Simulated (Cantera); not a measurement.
Feed: 1 mol SiCl4, 0.68 mol Cl2, 15 mol H2, at 750 Torr.

Equilibrium computed with Cantera from the NASA thermochemical tables; the gas is ideal and each condensed phase is pure. Candidate condensed phases: Si; 19 gas species. The tables' values for SiCl3 are old estimates; treat these amounts as uncertain. Equilibrium is a limit: real reactors are often held back by kinetics, nucleation or transport.

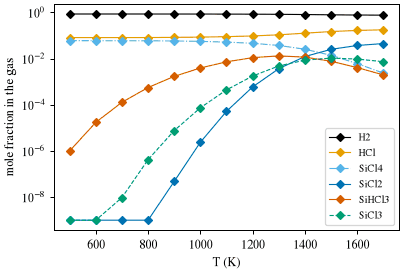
*Equilibrium gas composition (values under 1e-9 drawn at 1e-9)*

Problem. Read off the mole fractions at 700 K.

Solution. H2 about 0.86, HCl about 0.082, SiCl4 about 0.060, SiHCl3 about 0.00013.
